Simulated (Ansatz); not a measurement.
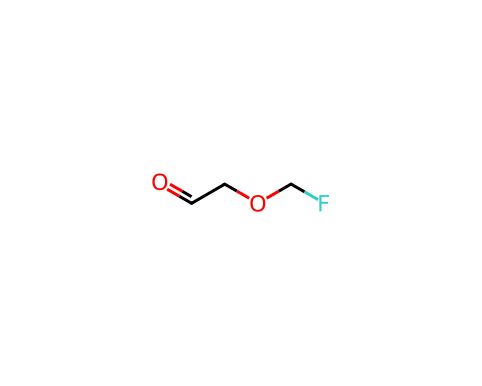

A structural formula.

Question: Transcribe the drawing into SMILES.

Answer: O=CCOCF

Question: What is the molecular formula?

Answer: C3H5FO2.

Question: An optimisation with PBE0-D4/def2-TZVP gave a structure of which point group?

Answer: C1. Other conformers may differ.

More results for the same structure follow; atom numbers are the same in all pictures, views and colours differ. The computed structure is the end point of a PBE0-D4/def2-TZVP optimisation. No frequency run is at hand to confirm it as a minimum.

**Shape**

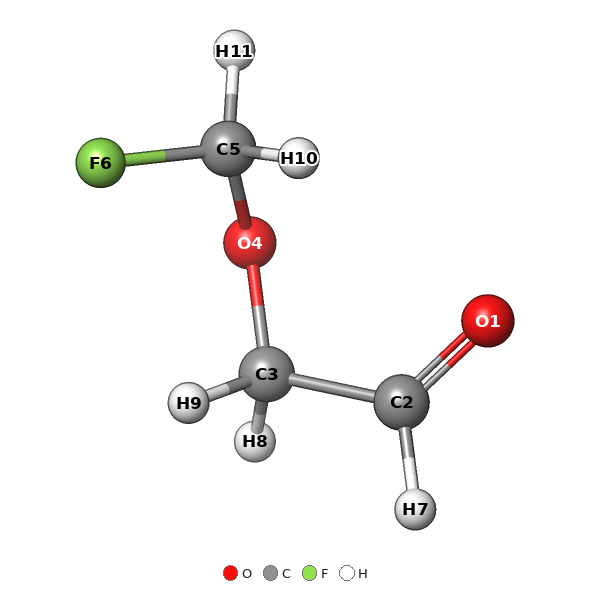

Numbered structure. No frequency run is at hand to confirm it as a minimum.

List the bonds and their lengths.

| bond | length (Å) | order |
| --- | --- | --- |
| O1–C2 | 1.197 | double |
| C2–C3 | 1.506 | single |
| C2–H7 | 1.113 | single |
| C3–O4 | 1.398 | single |
| C3–H8 | 1.096 | single |
| C3–H9 | 1.100 | single |
| O4–C5 | 1.374 | single |
| C5–F6 | 1.383 | single |
| C5–H10 | 1.093 | single |
| C5–H11 | 1.090 | single |

**Charges**

The questions are on Mulliken charges. No frequency run is at hand to confirm it as a minimum. Level of theory: RKS PBE-D4/def2-TZVPP (Ansatz 0.2.0).

List the Mulliken charges.

```csv
atom,value (e)
O1,−0.22
C2,0.07
C3,0.05
O4,−0.22
C5,0.12
F6,−0.20
H7,0.04
H8,0.10
H9,0.08
H10,0.08
H11,0.10
```

**Electronic properties**

No frequency run is at hand to confirm it as a minimum. Method: RKS PBE0-D4/def2-TZVPP (Ansatz 0.2.0).

What does the calculation give?

- HOMO energy (Kohn–Sham orbital): −7.72 eV
- LUMO energy (Kohn–Sham orbital): −1.04 eV
- HOMO–LUMO gap: 6.67 eV
- dispersion correction: −15.2 kJ/mol

**Dipole moment**

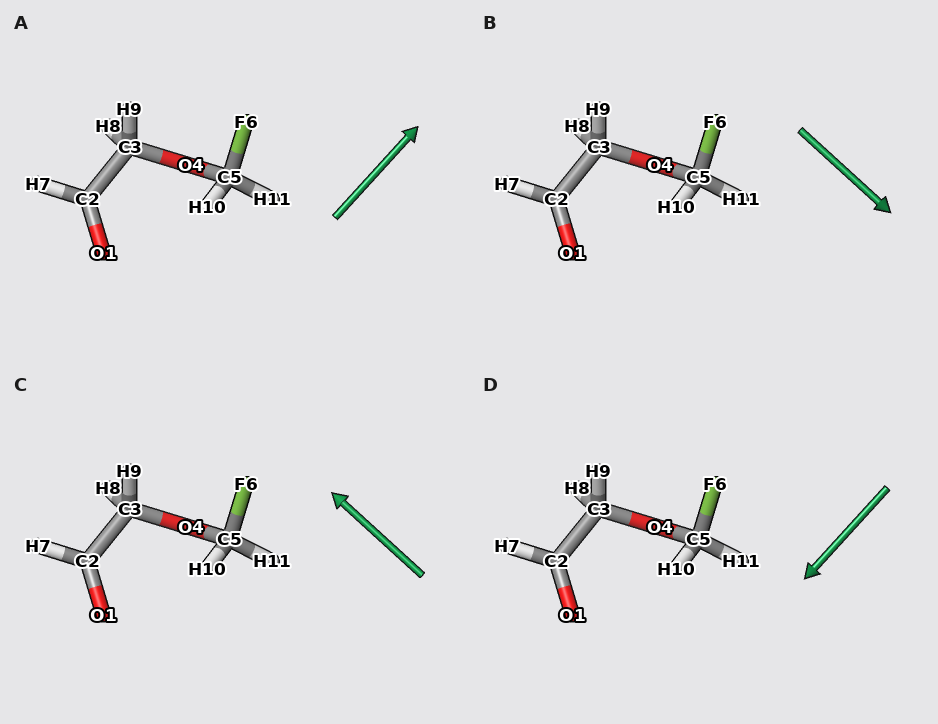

The same molecule four times, each with an arrow. No frequency run is at hand to confirm it as a minimum. Properties computed with RKS PBE-D4/def2-TZVPP (Ansatz 0.2.0).

Question: Which arrow points along the dipole moment, from the negative to the positive end?

Answer: C. The dipole moment is 1.75 D; it points from the side of H11 to the side of H7, H8 (the outermost atoms at the two ends).

Mulliken values depend strongly on the basis set and can even reverse the polarity of a bond.
